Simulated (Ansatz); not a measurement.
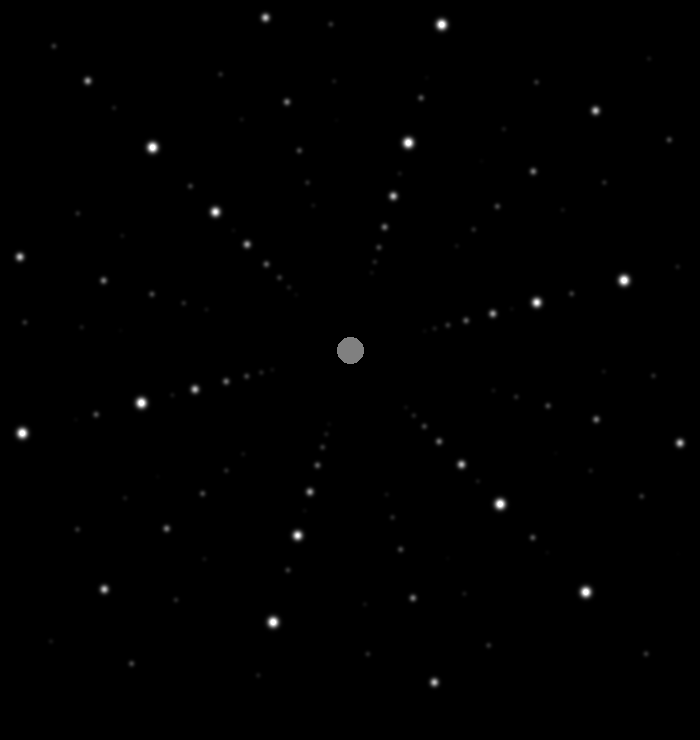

Simulated back-reflection Laue pattern (white X-rays, 0.45 to 2.2 Å, flat plate covering ±45° about the beam, kinematic intensities, seen from the source).

What symmetry does the pattern show?

Answer. 3m: a threefold axis with three mirror lines.

The crystal is Cu, space group Fm-3m (No. 225), a = 3.577 Å. Structure: the input geometry of an electronic-structure calculation (not necessarily at equilibrium).

Which direction points towards the source?

Answer. [111] or one equivalent to it by a rotation of the Laue group. In Laue class m-3m no other family of directions with a member of indices 0 and ±1 has this symmetry.
